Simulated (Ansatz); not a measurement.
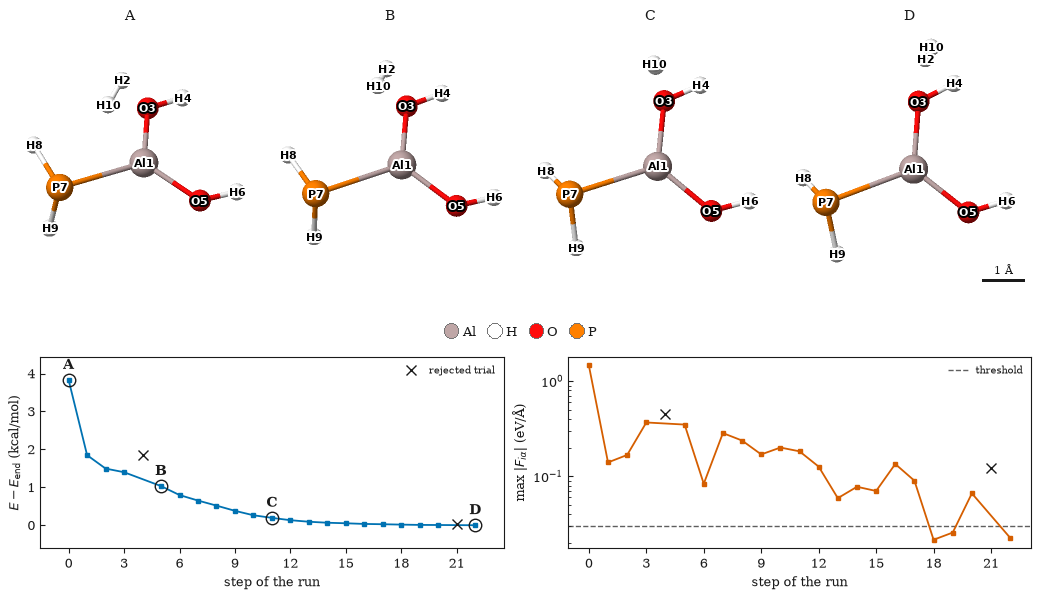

Frames of a relaxation of AlPH$_{6}$O$_{2}$, marked on the history of the run. A ball-and-stick model, seen from a free direction.

The run prepares an end point of a later path (reaction) calculation, from a guessed geometry.

Theory: RKS PBE/6-31G* (Ansatz).

Input file:
```yaml
crystal:
  periodic: [false, false, false]
  atoms:
    - { symbol: Al, position_ang: [0.004829, 0.613987, -0.196555] }
    - { symbol: H, position_ang: [0.124647, -0.174052, 2.449417] }
    - { symbol: O, position_ang: [1.465042, -0.305032, -0.302381] }
    - { symbol: H, position_ang: [1.504105, -1.13211, -0.813355] }
    - { symbol: O, position_ang: [-1.500847, 0.117733, -0.88643] }
    - { symbol: H, position_ang: [-1.577718, -0.723194, -1.369851] }
    - { symbol: P, position_ang: [0.02854, 2.606556, 0.940359] }
    - { symbol: H, position_ang: [1.43253, 2.452091, 1.210024] }
    - { symbol: H, position_ang: [0.284064, 3.398839, -0.233544] }
    - { symbol: H, position_ang: [-0.210093, 0.455982, 2.429116] }
basis:
  gaussian: { orbitals: "6-31G*" }
hamiltonian:
  xc: pbe
relax:
  f_tol: 0.03
  max_steps: 50
output:
  orbitals: {}
```

Command:
```bash
ansatz run input.yaml --threads 1 --pin off --max-ram 2048MiB --backend cpu --events-out ev --progress --plain --runs-dir out
```

Question: Describe the path.

Answer: The atom that moves furthest after the best rigid fit is H10 (1.79 Å). By element the largest moves are H 1.79 Å, P 0.64 Å, O 0.61 Å, Al 0.30 Å. Some distances before and after: H2–H10 0.714 → 0.753 Å, Al1–P7 2.294 → 2.329 Å. Bond angles that change, for instance: Al1–P7–H8 90.6° → 92.6°. Groups turn about Al1–P7 by about 40°. The energy falls by 3.83 kcal/mol in 20 accepted moves (22 points after the start). The largest force component goes from 1.5 to 0.023 eV/Å. The line search rejected the trial steps at points 4, 21 of the run. The forces were under the threshold at step 18, but the run went on from there. From step 0 to 5: H10 moves most (0.62 Å), energy −2.80 kcal/mol. From step 5 to 11: H10 moves most (0.65 Å), energy −0.84 kcal/mol. From step 11 to 22: H10 moves most (0.58 Å), energy −0.19 kcal/mol.

| step | E − E(0), kcal/mol | largest force component, eV/Å | note |
| --- | --- | --- | --- |
| 0 | 0.00 | 1.4641 |  |
| 1 | -1.98 | 0.1401 |  |
| 2 | -2.34 | 0.1679 |  |
| 3 | -2.43 | 0.3684 |  |
| 4 | -1.99 | 0.4498 | rejected |
| 5 | -2.80 | 0.3502 |  |
| 6 | -3.03 | 0.0836 |  |
| 7 | -3.18 | 0.2850 |  |
| 8 | -3.31 | 0.2379 |  |
| 9 | -3.45 | 0.1700 |  |
| 10 | -3.57 | 0.2008 |  |
| 11 | -3.64 | 0.1833 |  |
| 12 | -3.70 | 0.1265 |  |
| 13 | -3.74 | 0.0590 |  |
| 14 | -3.76 | 0.0777 |  |
| 15 | -3.78 | 0.0702 |  |
| 16 | -3.80 | 0.1348 |  |
| 17 | -3.80 | 0.0900 |  |
| 18 | -3.81 | 0.0216 |  |
| 19 | -3.82 | 0.0257 |  |
| 20 | -3.82 | 0.0662 |  |
| 21 | -3.81 | 0.1218 | rejected |
| 22 | -3.83 | 0.0226 |  |

Limits of the set-up: the start holds two separate molecules, 2.6 Å apart at their closest, whose relative position is a soft coordinate and is computed without a dispersion correction.
